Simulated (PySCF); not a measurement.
## Two runs on C₅H₁₂NPSi₂

System: C₅H₁₂NPSi₂, SMILES C#CCP(C=C)N([SiH3])[SiH3].
Method of the first run: GIAO PBE0/pcSseg-1 NMR shielding, non-relativistic, IEF-PCM acetonitrile (PySCF 2.14.0).

The geometry comes from this level: PBE0-D3(BJ)/def2-SVP. Text and figures count atoms from 1; the logs count them from 0 in places.

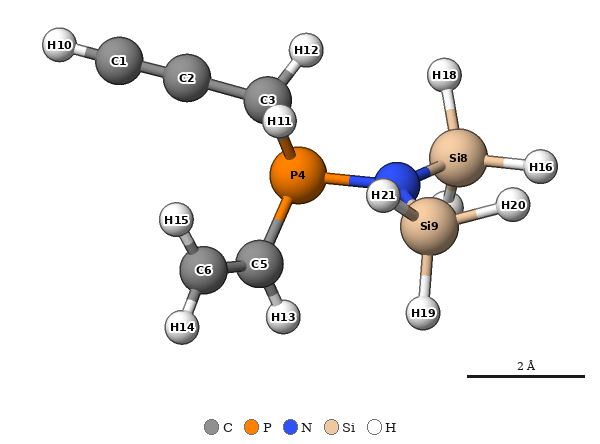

Fig. 1: The structure as given in the input (ball-and-stick view, seen at a tilt; atoms are numbered from 1 in the order of the input).

**Input, the first run**
```
{"job": {"kind": "nmr", "xc": "PBE0", "basis": "pcSseg-1", "solvent": "acetonitrile", "pop": true}, "charge": 0, "multiplicity": 1}
C      3.723092    -1.056612     0.676368
C      2.531819    -0.883575     0.813344
C      1.103454    -0.666960     0.929991
P      0.285917    -0.412182    -0.735506
C      0.679300     1.330256    -1.075844
C      1.639478     2.075741    -0.519289
N     -1.391580    -0.281680    -0.270025
Si    -2.395652    -1.563760    -0.938257
Si    -2.014243     1.079557     0.655945
H      4.778828    -1.222599     0.566771
H      0.882107     0.179701     1.601579
H      0.614177    -1.559899     1.354235
H      0.083901     1.749938    -1.897593
H      1.828043     3.096761    -0.865111
H      2.285847     1.701433     0.280181
H     -3.785832    -1.361361    -0.433018
H     -2.404712    -1.530718    -2.431795
H     -1.897941    -2.903889    -0.501959
H     -2.191415     2.304759    -0.181236
H     -3.340155     0.687219     1.217509
H     -1.085188     1.413467     1.775786
```

The first line tells a small driver script what to run in PySCF; the rest is the geometry in Å.

Command:
```bash
OMP_NUM_THREADS=1 python <driver script> task.json out
```

Hardware: 1 CPU thread, shared host.

**Output (the first run)**
```
coarse grid: 18808 points
cycle   1  E = -1171.9215096080  dE =  7.228e-01  |g| = 5.124e-01  |ddm| = 4.405e+00
cycle   2  E = -1171.8976400209  dE =  2.387e-02  |g| = 6.103e-01  |ddm| = 1.033e+00
cycle   3  E = -1171.9784669743  dE = -8.083e-02  |g| = 1.308e-01  |ddm| = 5.868e-01
cycle   4  E = -1171.9820937538  dE = -3.627e-03  |g| = 3.458e-02  |ddm| = 1.501e-01
cycle   5  E = -1171.9823715396  dE = -2.778e-04  |g| = 1.329e-02  |ddm| = 4.202e-02
cycle   6  E = -1171.9824084995  dE = -3.696e-05  |g| = 5.198e-03  |ddm| = 1.296e-02
cycle   7  E = -1171.9824148541  dE = -6.355e-06  |g| = 1.215e-03  |ddm| = 4.674e-03
final grid: 167280 points
cycle   8  E = -1172.0358092199  dE = -4.030e-05  |g| = 7.995e-03  |ddm| = 5.452e-02
cycle   9  E = -1172.0358041635  dE =  5.056e-06  |g| = 9.398e-03  |ddm| = 1.524e-02
cycle  10  E = -1172.0358252569  dE = -2.109e-05  |g| = 1.164e-03  |ddm| = 8.047e-03
cycle  11  E = -1172.0358255320  dE = -2.751e-07  |g| = 3.639e-04  |ddm| = 1.277e-03
cycle  12  E = -1172.0358255606  dE = -2.857e-08  |g| = 1.021e-04  |ddm| = 4.098e-04
cycle  13  E = -1172.0358255626  dE = -1.991e-09  |g| = 5.484e-05  |ddm| = 1.284e-04
cycle  14  E = -1172.0358255633  dE = -7.039e-10  |g| = 1.178e-05  |ddm| = 4.899e-05
converged SCF energy = -1172.0358255633

GIAO shielding tensors (ppm)
atom      isotropic    diamagn.    paramagn.     s11        s22        s33       span
  0 C      105.692     257.666    -151.974     32.420     36.164    248.492    216.073
  1 C      101.059     260.722    -159.663      1.931      4.901    296.344    294.413
  2 C      165.670     256.662     -90.992    141.923    171.652    183.436     41.513
  3 P      282.289     968.152    -685.863    237.843    259.408    349.617    111.773
  4 C       37.311     265.513    -228.202    -78.303     38.077    152.159    230.462
  5 C       48.529     255.736    -207.207    -68.220     43.586    170.221    238.441
  6 N      259.222     333.153     -73.931    220.663    272.997    284.007     63.344
  7 Si     392.893     879.004    -486.111    350.524    360.574    467.583    117.059
  8 Si     406.470     880.192    -473.722    369.421    386.138    463.850     94.429
  9 H       28.817      32.827      -4.010     23.472     23.656     39.322     15.850
 10 H       27.838      31.939      -4.100     22.590     28.482     32.443      9.853
 11 H       28.671      30.108      -1.437     23.111     29.012     33.889     10.778
 12 H       24.403      32.473      -8.070     21.807     24.340     27.063      5.256
 13 H       24.850      28.464      -3.614     22.227     23.890     28.432      6.205
 14 H       24.743      32.138      -7.396     21.648     23.377     29.202      7.554
 15 H       26.492      28.368      -1.876     22.769     25.150     31.558      8.790
 16 H       26.641      28.241      -1.600     22.872     24.884     32.167      9.295
 17 H       26.624      28.528      -1.904     22.525     25.374     31.974      9.449
 18 H       26.770      29.653      -2.883     22.977     24.982     32.350      9.373
 19 H       26.723      29.527      -2.804     23.079     25.199     31.891      8.812
 20 H       26.586      30.390      -3.804     22.271     26.630     30.856      8.584
```

For the second run the input was changed thus:
```diff
-"solvent": "acetonitrile"
-"pop": true
+"solvent": "methanol"
+"pop": false
```

How does the second run compare with the first run?

The total energy of the second run is 0.02 kcal/mol higher: the change of the electrostatic solvation energy at this fixed geometry, without cavity or dispersion terms. No shielding changes by as much as 0.05 ppm. The number of SCF iterations is the same.

**Output (the second run)**
```
coarse grid: 18808 points
cycle   1  E = -1171.9214694671  dE =  7.229e-01  |g| = 5.124e-01  |ddm| = 4.405e+00
cycle   2  E = -1171.8975971542  dE =  2.387e-02  |g| = 6.103e-01  |ddm| = 1.033e+00
cycle   3  E = -1171.9784295837  dE = -8.083e-02  |g| = 1.308e-01  |ddm| = 5.869e-01
cycle   4  E = -1171.9820569921  dE = -3.627e-03  |g| = 3.460e-02  |ddm| = 1.501e-01
cycle   5  E = -1171.9823350383  dE = -2.780e-04  |g| = 1.331e-02  |ddm| = 4.206e-02
cycle   6  E = -1171.9823721196  dE = -3.708e-05  |g| = 5.202e-03  |ddm| = 1.297e-02
cycle   7  E = -1171.9823784847  dE = -6.365e-06  |g| = 1.216e-03  |ddm| = 4.679e-03
final grid: 167280 points
cycle   8  E = -1172.0357731438  dE = -4.030e-05  |g| = 7.996e-03  |ddm| = 5.452e-02
cycle   9  E = -1172.0357680803  dE =  5.064e-06  |g| = 9.400e-03  |ddm| = 1.525e-02
cycle  10  E = -1172.0357891848  dE = -2.110e-05  |g| = 1.164e-03  |ddm| = 8.051e-03
cycle  11  E = -1172.0357894596  dE = -2.748e-07  |g| = 3.641e-04  |ddm| = 1.277e-03
cycle  12  E = -1172.0357894882  dE = -2.861e-08  |g| = 1.023e-04  |ddm| = 4.100e-04
cycle  13  E = -1172.0357894902  dE = -1.996e-09  |g| = 5.491e-05  |ddm| = 1.285e-04
cycle  14  E = -1172.0357894909  dE = -7.062e-10  |g| = 1.177e-05  |ddm| = 4.905e-05
converged SCF energy = -1172.0357894909

GIAO shielding tensors (ppm)
atom      isotropic    diamagn.    paramagn.     s11        s22        s33       span
  0 C      105.692     257.671    -151.980     32.422     36.166    248.487    216.064
  1 C      101.070     260.718    -159.648      1.949      4.916    296.345    294.396
  2 C      165.665     256.661     -90.996    141.919    171.649    183.427     41.508
  3 P      282.287     968.150    -685.863    237.842    259.392    349.626    111.785
  4 C       37.308     265.513    -228.205    -78.309     38.078    152.155    230.464
  5 C       48.538     255.734    -207.196    -68.208     43.606    170.217    238.425
  6 N      259.226     333.154     -73.928    220.666    272.997    284.015     63.348
  7 Si     392.896     879.005    -486.108    350.529    360.579    467.580    117.051
  8 Si     406.476     880.192    -473.716    369.422    386.154    463.851     94.429
  9 H       28.819      32.828      -4.009     23.475     23.659     39.323     15.848
 10 H       27.840      31.941      -4.101     22.592     28.484     32.444      9.852
 11 H       28.672      30.110      -1.438     23.113     29.014     33.889     10.776
 12 H       24.404      32.474      -8.070     21.807     24.341     27.064      5.257
 13 H       24.851      28.465      -3.614     22.228     23.892     28.434      6.205
 14 H       24.743      32.139      -7.396     21.649     23.378     29.203      7.554
 15 H       26.492      28.368      -1.876     22.769     25.150     31.558      8.790
 16 H       26.640      28.240      -1.600     22.871     24.884     32.166      9.295
 17 H       26.624      28.528      -1.904     22.525     25.374     31.974      9.449
 18 H       26.770      29.653      -2.883     22.977     24.982     32.350      9.373
 19 H       26.723      29.527      -2.804     23.079     25.199     31.891      8.812
 20 H       26.586      30.390      -3.804     22.271     26.630     30.856      8.584
```

**The two runs side by side**

| quantity | the first run | the second run |
| --- | --- | --- |
| outcome | converged | converged |
| total energy (hartree) | −1172.035826 | −1172.035789 |
| HOMO (eV) | −6.75 | −6.75 |
| LUMO (eV) | −0.84 | −0.84 |
| dipole moment (D) | 1.74 | 1.74 |
| shielding of C2 (ppm) | 101.1 | 101.1 |
| shielding of C3 (ppm) | 165.7 | 165.7 |
| shielding of C5 (ppm) | 37.3 | 37.3 |
| shielding of C6 (ppm) | 48.5 | 48.5 |
| shielding of N7 (ppm) | 259.2 | 259.2 |
| shielding of Si8 (ppm) | 392.9 | 392.9 |
| shielding of Si9 (ppm) | 406.5 | 406.5 |
| SCF iterations | 14 | 14 |
| basis functions | 234 | 234 |
| wall time (shared host) | 42 s | 39 s |
